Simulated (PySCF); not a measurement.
**What a change does: excited-state calculation on C2H5NO2Si2**

System: C2H5NO2Si2.
Method of the first run: TDDFT PBE0/def2-TZVP, vertical, gas phase, core orbitals frozen in the response (PySCF 2.14.0).

The geometry comes from this level: PBE0-D3(BJ)/def2-SVP. Text and figures count atoms from 1; the logs count them from 0 in places.

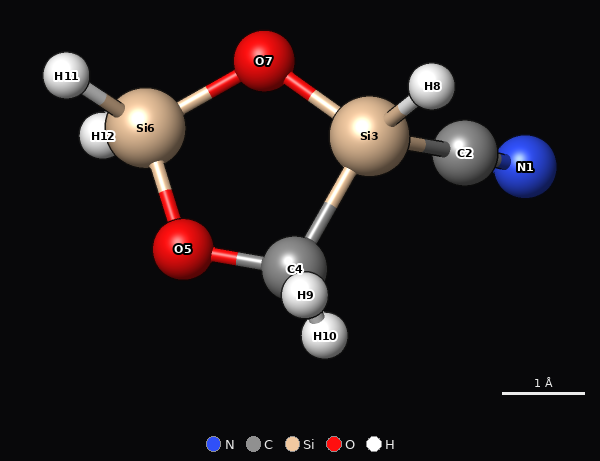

Fig. 1: The input geometry (ball-and-stick view, seen at a tilt; atoms are numbered from 1 in the order of the input). Bond lengths as drawn: C–H 1.10 Å, C–N 1.16 Å, C–O 1.42 Å, C–Si 1.86 to 1.91 Å, H–Si 1.48 Å and O–Si 1.66 to 1.68 Å.

## Input file, the first run
```
{"job": {"kind": "uv", "xc": "PBE0", "basis": "def2-TZVP"}, "charge": 0, "multiplicity": 1}
N     -3.147965     0.071312     1.140238
C     -2.123802     0.323925     0.657969
Si    -0.506970     0.703733    -0.177821
C     -0.043882    -0.675748    -1.420679
O      1.144781    -1.278092    -0.935177
Si     1.786620    -0.756360     0.519127
O      0.744514     0.505923     0.900668
H     -0.601476     2.090625    -0.693062
H      0.127487    -0.275194    -2.435135
H     -0.845606    -1.430000    -1.503180
H      3.172044    -0.253032     0.339740
H      1.725888    -1.816654     1.556776
```

The first line tells a small driver script what to run in PySCF; the rest is the geometry in Å.

Command:
```bash
OMP_NUM_THREADS=1 python <driver script> task.json out
```

Hardware: 1 CPU thread, shared host.

## Output (the first run)
```
coarse grid: 11760 points
cycle   1  E = -862.9122912290  dE =  8.851e-01  |g| = 1.004e+00  |ddm| = 2.905e+00
cycle   2  E = -862.4769179308  dE =  4.354e-01  |g| = 1.796e+00  |ddm| = 1.567e+00
cycle   3  E = -863.0854009423  dE = -6.085e-01  |g| = 2.198e-01  |ddm| = 1.130e+00
cycle   4  E = -863.0907918005  dE = -5.391e-03  |g| = 1.535e-01  |ddm| = 1.653e-01
cycle   5  E = -863.0956426709  dE = -4.851e-03  |g| = 2.634e-02  |ddm| = 8.580e-02
cycle   6  E = -863.0957916403  dE = -1.490e-04  |g| = 5.535e-03  |ddm| = 2.065e-02
cycle   7  E = -863.0957965289  dE = -4.889e-06  |g| = 2.773e-03  |ddm| = 4.970e-03
final grid: 106536 points
cycle   8  E = -863.0899066594  dE = -2.466e-05  |g| = 1.070e-02  |ddm| = 3.294e-02
cycle   9  E = -863.0898713583  dE =  3.530e-05  |g| = 1.739e-02  |ddm| = 1.388e-02
cycle  10  E = -863.0899268179  dE = -5.546e-05  |g| = 2.074e-03  |ddm| = 8.917e-03
cycle  11  E = -863.0899276138  dE = -7.959e-07  |g| = 7.016e-04  |ddm| = 1.189e-03
cycle  12  E = -863.0899277052  dE = -9.136e-08  |g| = 2.287e-04  |ddm| = 4.390e-04
cycle  13  E = -863.0899277158  dE = -1.061e-08  |g| = 5.513e-05  |ddm| = 1.355e-04
cycle  14  E = -863.0899277163  dE = -5.386e-10  |g| = 1.827e-05  |ddm| = 3.903e-05
converged SCF energy = -863.0899277163

Static polarisability (au): isotropic 75.272, principal 64.014 70.044 91.757

Singlet excitations
state   eV       nm        f      main configurations
  1   6.1403    201.9   0.01716   H-1->L 0.89
  2   6.2185    199.4   0.00291   H->L 0.95
  3   6.8537    180.9   0.00210   H-2->L 0.81
  4   6.8628    180.7   0.00463   H-3->L 0.48, H-1->L+1 0.29
  5   6.9352    178.8   0.01154   H->L+1 0.81
  6   6.9853    177.5   0.04378   H-1->L+1 0.36, H-4->L 0.24
  7   7.1049    174.5   0.00504   H->L+2 0.92
  8   7.2871    170.1   0.00477   H-3->L+1 0.45, H-4->L 0.40
  9   7.4348    166.8   0.04189   H-4->L+1 0.36, H-2->L+1 0.23, H-1->L+1 0.15
 10   7.5149    165.0   0.02422   H-1->L+2 0.94

Triplet excitations (Tamm-Dancoff, eV): 5.5152 5.7347 6.0258 6.0988
```

The second run used a changed input.

## The two runs side by side

```tsv
quantity	the first run	the second run
outcome	converged	converged
total energy (hartree)	−863.089928	−862.966119
HOMO (eV)	−8.64	−8.59
LUMO (eV)	−1.30	−1.31
dipole moment (D)	3.28	3.34
lowest excitation (eV)	6.14	6.18
SCF iterations	14	14
strongest computed line (eV)	6.99	7.00
basis functions	259	214
wall time (shared host)	53 s	42 s
```

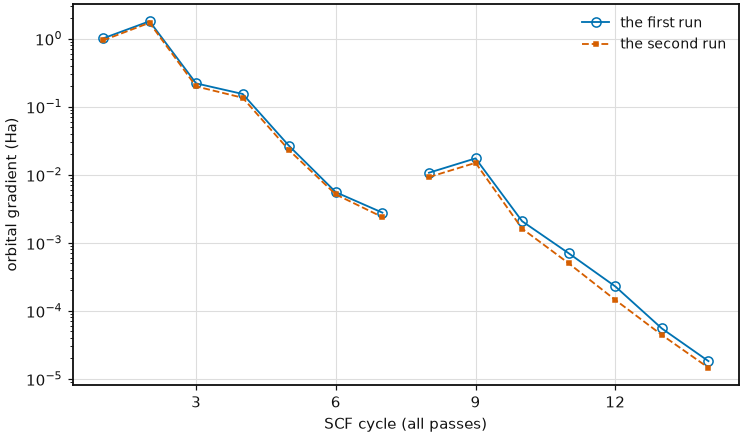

Fig. 2: Convergence of the two runs: orbital gradient against the SCF cycle. A break in a curve parts two SCF passes (coarse and final grid). The first run takes 14 cycles in all, and the second run takes 14.

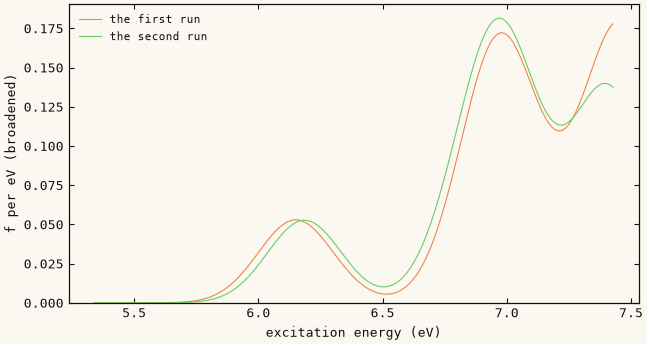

Fig. 3: Absorption of the two runs from their computed states, each broadened by a Gaussian of 0.35 eV full width; the range ends where the shorter list of states ends.

What was changed in the input?

The change (lines with − go, lines with + come):
```diff
-"basis": "def2-TZVP"
+"basis": "aug-cc-pVDZ"
```

The total energy of the second run is 77.7 kcal/mol higher, which measures the change of basis and not a stability. The dipole moment goes from 3.28 to 3.34 D. The lowest excitation goes from 6.14 to 6.18 eV. The number of SCF iterations is the same. The basis functions go from 259 to 214.

## Output (the second run)
```
coarse grid: 11760 points
cycle   1  E = -862.7749132069  dE =  9.561e-01  |g| = 9.392e-01  |ddm| = 8.833e+00
cycle   2  E = -862.3593641202  dE =  4.155e-01  |g| = 1.705e+00  |ddm| = 3.732e+00
cycle   3  E = -862.9411021938  dE = -5.817e-01  |g| = 1.983e-01  |ddm| = 2.418e+00
cycle   4  E = -862.9460123988  dE = -4.910e-03  |g| = 1.350e-01  |ddm| = 4.074e-01
cycle   5  E = -862.9498913693  dE = -3.879e-03  |g| = 2.279e-02  |ddm| = 2.009e-01
cycle   6  E = -862.9500234284  dE = -1.321e-04  |g| = 5.130e-03  |ddm| = 5.156e-02
cycle   7  E = -862.9500279371  dE = -4.509e-06  |g| = 2.386e-03  |ddm| = 1.044e-02
final grid: 106536 points
cycle   8  E = -862.9661009664  dE = -6.457e-06  |g| = 9.234e-03  |ddm| = 9.544e-02
cycle   9  E = -862.9660737660  dE =  2.720e-05  |g| = 1.495e-02  |ddm| = 3.666e-02
cycle  10  E = -862.9661181027  dE = -4.434e-05  |g| = 1.614e-03  |ddm| = 2.247e-02
cycle  11  E = -862.9661186326  dE = -5.299e-07  |g| = 4.993e-04  |ddm| = 2.638e-03
cycle  12  E = -862.9661186838  dE = -5.122e-08  |g| = 1.449e-04  |ddm| = 7.856e-04
cycle  13  E = -862.9661186881  dE = -4.304e-09  |g| = 4.427e-05  |ddm| = 2.492e-04
cycle  14  E = -862.9661186885  dE = -3.854e-10  |g| = 1.462e-05  |ddm| = 8.001e-05
converged SCF energy = -862.9661186885

Static polarisability (au): isotropic 79.837, principal 68.948 74.332 96.229

Singlet excitations
state   eV       nm        f      main configurations
  1   6.1751    200.8   0.00283   H->L 0.85, H-1->L 0.12
  2   6.1870    200.4   0.01681   H-1->L 0.78, H->L 0.13
  3   6.7992    182.4   0.00309   H-2->L 0.65, H->L+1 0.27
  4   6.8032    182.2   0.00542   H->L+1 0.60, H->L+2 0.20, H-2->L 0.14
  5   6.8883    180.0   0.01209   H-1->L+1 0.45, H-3->L 0.40
  6   6.9417    178.6   0.00767   H->L+2 0.69, H-2->L 0.15, H->L+1 0.09
  7   7.0020    177.1   0.04532   H-1->L+1 0.32, H-4->L 0.24, H-3->L+1 0.11
  8   7.3095    169.6   0.00453   H-4->L 0.36, H-3->L+1 0.23, H-1->L+2 0.13
  9   7.3676    168.3   0.01014   H-1->L+2 0.68, H-3->L+1 0.10
 10   7.4270    166.9   0.03774   H-4->L+1 0.22, H-2->L+1 0.22, H-1->L+2 0.15

Triplet excitations (Tamm-Dancoff, eV): 5.5537 5.7929 6.0392 6.1018
```
